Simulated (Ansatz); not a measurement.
**CH5FGe: density, localisation and related maps**

| atom | x (Å) | y (Å) | z (Å) |
| --- | --- | --- | --- |
| Ge | 0.2760 | 0.0746 | 0.0675 |
| C | 0.9158 | -0.0189 | 1.8907 |
| H | 0.2026 | -0.1124 | 2.7116 |
| H | 1.5990 | -0.8708 | 1.9170 |
| H | 1.5037 | 0.8932 | 2.0419 |
| H | 1.7477 | 0.1548 | -0.3262 |
| H | -0.6619 | 1.1804 | -0.3915 |
| F | -0.4317 | -1.4071 | -0.4731 |

Not at a stationary point (largest force 1.5 eV/Å).

Computed with RHF/def2-SVP (Ansatz).

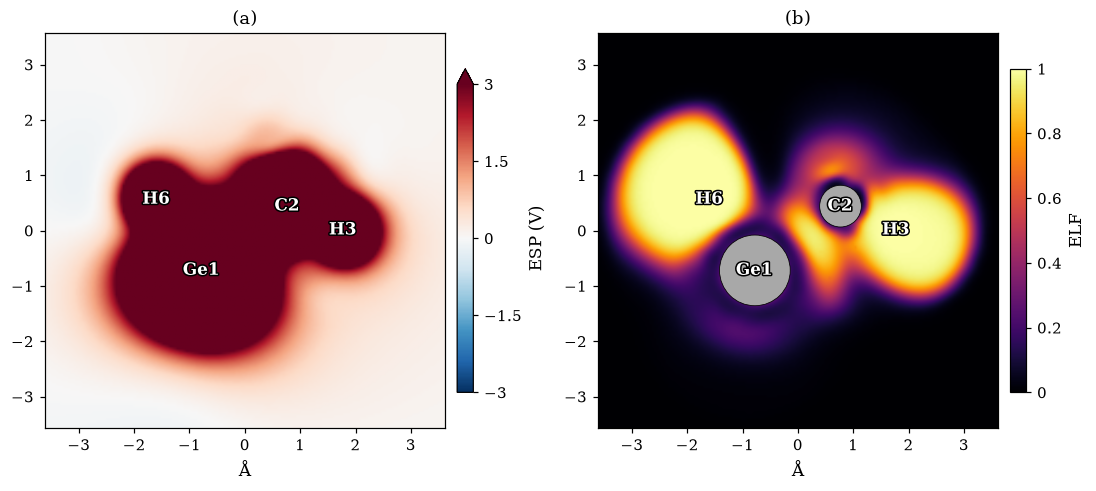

Figure 1. (a) electrostatic potential; (b) ELF on the plane of atoms Ge1, C2 and H3. Grey discs cover the atomic cores in the ELF map.

### Interpret the plot.

The plane passes through Ge, C and H nuclei. C–Ge (1.93 Å): the ELF peaks at about 0.95 in the valence shell of C, 0.7 Å from its nucleus, and is about 0.75 at the midpoint. C–H (1.09 Å): the ELF climbs to about 1 towards the hydrogen, as it does in any bond to H; an ordinary covalent bond to hydrogen. Ge–H (1.53 Å): the ELF climbs to about 1 towards the hydrogen. The potential has no marked negative region in this plane.

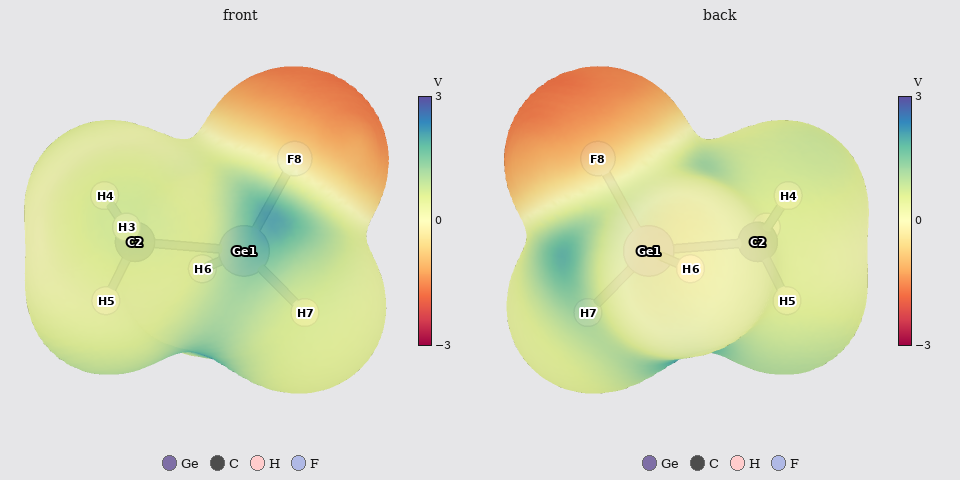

Figure 2. The electrostatic potential painted on the density surface at 0.002 e/bohr³, seen from the front and from behind; the colour scale runs from red (negative) to blue (positive).

### Where is the surface potential most negative and most positive?

The most negative region (about −1.7 V, or −39 kcal/mol for a unit charge) lies over F8, the most positive (about +2.1 V, or +48 kcal/mol for a unit charge) over Ge1.

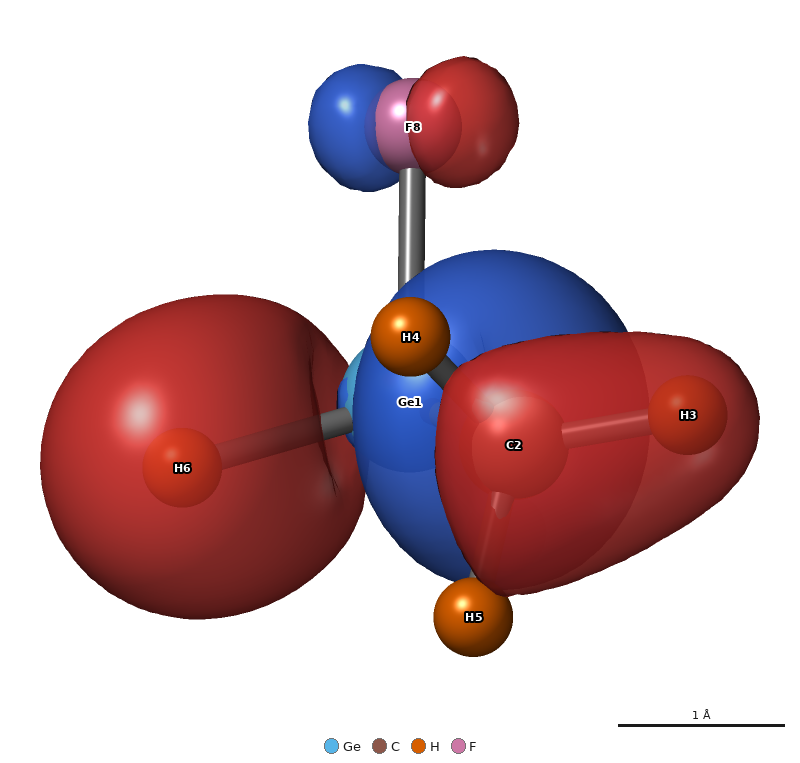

Figure 3. The HOMO at ±0.15 Å⁻³ᐟ² (red and blue are the two phases), seen at an oblique angle.

### Where does this orbital lie, and at what energy?

It lies mainly on Ge1 (about 30 %), C2 (about 30 %) and H6 (about 20 %). Its energy is −11.69 eV.
